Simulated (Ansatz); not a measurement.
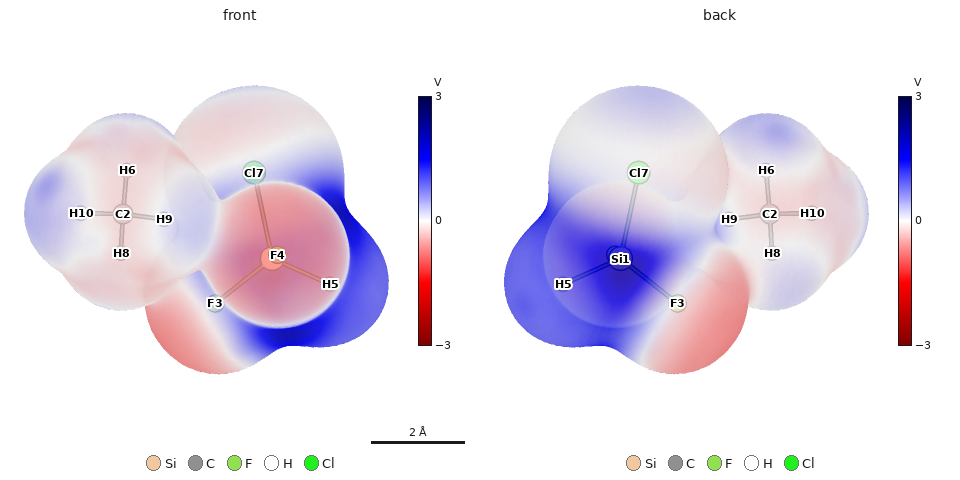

ClF$_{2}$HSi···CH$_{4}$. The molecular electrostatic potential painted on the density surface at 0.002 e/bohr³, seen from the front and from behind; red is negative and blue positive.

Computed with Ansatz 0.2.0, RKS PBE0-D4/def2-SVP.

```yaml
atoms:
  - { symbol: Si, position_ang: [-1.8083, 0.5831, -0.2161] }
  - { symbol: C, position_ang: [1.7453, -0.6006, 0.1444] }
  - { symbol: F, position_ang: [-1.6630, -1.0130, -0.1378] }
  - { symbol: F, position_ang: [-0.8366, 1.1020, -1.3830] }
  - { symbol: H, position_ang: [-3.1994, 0.9386, -0.5348] }
  - { symbol: H, position_ang: [1.7463, -0.0454, 1.0922] }
  - { symbol: Cl, position_ang: [-1.2113, 1.3892, 1.5490] }
  - { symbol: H, position_ang: [0.9648, -1.3721, 0.1762] }
  - { symbol: H, position_ang: [1.5371, 0.0911, -0.6829] }
  - { symbol: H, position_ang: [2.7252, -1.0728, -0.0070] }
```

> Which sites attract a positive test charge, and which a negative one?

A positive charge is drawn to the negative regions and a negative charge to the positive ones. The most negative region (about −0.7 V) lies over F3 and F4, the most positive (about +2.0 V) over Si1.
